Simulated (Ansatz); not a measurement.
# H4NSSi: rigid scan of one bond length in Python

How does the energy of H4NSSi change as one bond is stretched? Aim: a rigid scan of one bond length, for H4NSSi, run from a script.

Computed with Ansatz 0.2.0, driven from Python. Level of theory: B3LYP/6-31G*.

### 1 The system

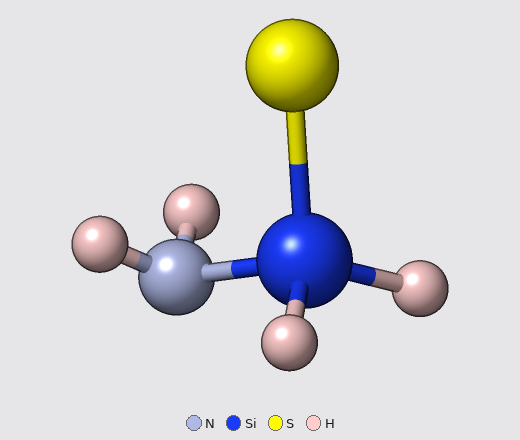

The starting structure, viewed from a chosen angle; nitrogen light blue, silicon blue, sulfur yellow, hydrogen pink.

The script holds or builds the structure itself.

### 2 Script

Contents of scan.py:

```python
# -*- coding: utf-8 -*-
import ansatz as az
from ase import Atoms
import numpy as np


def main():
    atoms = Atoms(["N", "Si", "S", "H", "H", "H", "H"], positions=[
        (-0.6618, -0.0032, -0.8593),
        (0.6458, -0.0011, 0.1456),
        (-0.3082, -0.1752, 2.0202),
        (-1.2166, 0.8121, -0.5265),
        (-1.2402, -0.8042, -0.6681),
        (1.37, 1.3003, 0.0176),
        (1.4722, -1.1967, -0.1752),
    ])
    mol = az.Crystal.molecule_from_ase(atoms)

    symbols = [site.symbol for site in mol.cartesian_sites]
    start = np.array([site.position_ang for site in mol.cartesian_sites])
    axis = (start[5] - start[1]) / np.linalg.norm(start[5] - start[1])
    moving = [5]
    lengths, energies = [1.315, 1.375, 1.435, 1.495, 1.555, 1.614, 1.674, 1.764], []
    for length in lengths:
        xyz = start.copy()
        xyz[moving] += (length - np.linalg.norm(start[5] - start[1])) * axis
        point = az.Crystal.molecule()
        for symbol, place in zip(symbols, xyz):
            point = point.atom(symbol, place.tolist())
        setup = (
            point.calculation()
            .basis(gaussian="6-31G*")
            .functional("b3lyp")
            .spin("collinear", total=1)
        )
        r = setup.run(threads=1).report
        energies.append(r["free_energy_ev"])
        print(f"r = {length:6.3f} A  E = {energies[-1]:.5f} eV  <S^2> = {abs(r['mean_field']['state']['spin_squared']):.3f}")

    fit = np.polynomial.Polynomial.fit(lengths, np.array(energies) - min(energies), 4).convert()
    roots = [r.real for r in fit.deriv().roots() if abs(r.imag) < 1e-9 and fit.deriv(2)(r.real) > 0]
    r_e = min(roots, key=lambda r: abs(r - lengths[int(np.argmin(energies))]))
    print(f"minimum of the fit at {r_e:.4f} A, force constant {fit.deriv(2)(r_e):.2f} eV/A^2")


if __name__ == "__main__":
    main()
```

### 3 The input behind the calls

The package turns the script's settings into the engine's input (first run):

```yaml
crystal:
  periodic: [false, false, false]
  atoms:
    - { symbol: "N", position_ang: [-0.6618, -0.0032, -0.8593] }
    - { symbol: Si, position_ang: [0.6458, -0.0011, 0.1456] }
    - { symbol: S, position_ang: [-0.3082, -0.1752, 2.0202] }
    - { symbol: H, position_ang: [-1.2166, 0.8121, -0.5265] }
    - { symbol: H, position_ang: [-1.2402, -0.8042, -0.6681] }
    - { symbol: H, position_ang: [1.2828813770503307, 1.143746318825325, 0.03299793390991118] }
    - { symbol: H, position_ang: [1.4722, -1.1967, -0.1752] }
basis:
  gaussian:
    orbitals: "6-31G*"
hamiltonian:
  xc: b3lyp
magnetization:
  spin_polarized: true
  initial_magnetization: 1.0
```

### 4 Running it

The run is started by

```
$ python scan.py
```

The log of the run:

```text
r =  1.315 A  E = -20267.57065 eV  <S^2> = 0.753
r =  1.375 A  E = -20267.78278 eV  <S^2> = 0.753
r =  1.435 A  E = -20267.88770 eV  <S^2> = 0.753
r =  1.495 A  E = -20267.90988 eV  <S^2> = 0.753
r =  1.555 A  E = -20267.86871 eV  <S^2> = 0.753
r =  1.614 A  E = -20267.78134 eV  <S^2> = 0.753
r =  1.674 A  E = -20267.65683 eV  <S^2> = 0.753
r =  1.764 A  E = -20267.42311 eV  <S^2> = 0.753
minimum of the fit at 1.4834 A, force constant 18.59 eV/A^2
```

It took 81 s on 1 thread of Arm Neoverse N1, shared host; peak memory 0.23 GiB.

### 5 What changed from run to run

The engine's inputs for some of the other runs:

Run 3, against run 1:

```diff
@@ -9 +9 @@
-    - { symbol: H, position_ang: [1.2828813770503307, 1.143746318825325, 0.03299793390991118] }
+    - { symbol: H, position_ang: [1.3410180806594865, 1.2482189867029212, 0.02272246019826809] }
```

Run 4, against run 1:

```diff
@@ -9 +9 @@
-    - { symbol: H, position_ang: [1.2828813770503307, 1.143746318825325, 0.03299793390991118] }
+    - { symbol: H, position_ang: [1.3700864324640643, 1.3004553206417193, 0.01758472334244654] }
```

Run 5, against run 1:

```diff
@@ -9 +9 @@
-    - { symbol: H, position_ang: [1.2828813770503307, 1.143746318825325, 0.03299793390991118] }
+    - { symbol: H, position_ang: [1.399154784268642, 1.3526916545805172, 0.012446986486625013] }
```

### 6 Run by run

One row for each of the 8 runs:

```
run  distance (Å)  energy from run 4 (eV)  <S²>  SCF cycles  CPU time (s)
  1          1.31                  0.3392  0.75          39            11
  2          1.38                  0.1271  0.75          39            11
  3          1.44                  0.0222  0.75          34           9.5
  4          1.50                  0.0000  0.75          39           9.8
  5          1.55                  0.0412  0.75          37           9.9
  6          1.61                  0.1285  0.75          37           9.9
  7          1.67                  0.2531  0.75          38            10
  8          1.76                  0.4868  0.75          38            10
```

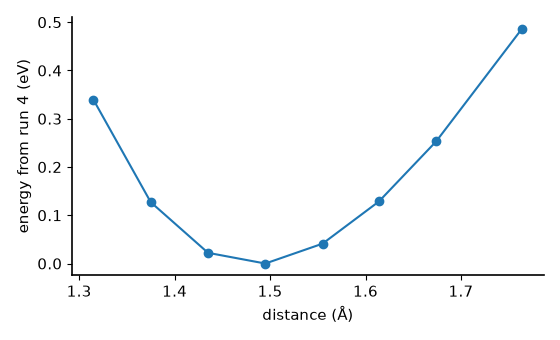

Energy against distance; lines join the points.

### 7 Outcome

| quantity | value |
| --- | --- |
| bond length at the fit's minimum | 1.4834 Å |
| runs compared | 8 |
| range of energy | 0.487 eV |
| lowest point, distance (Å) | 1.50 |

The curve has its lowest point inside the range, at 1.50. The ends stand 0.339 and 0.487 eV above it. The distance scanned is the script's pair 1, 5. Caveats:
- The rest of the molecule is held rigid at a force-field or estimated start geometry, and the basis set is modest; single-reference methods fail as a bond breaks.
- The species is open-shell (spin multiplicity 2).
- b3lyp holds the VWN-RPA fit, as in Gaussian; the form of ORCA and Turbomole is b3lyp5.
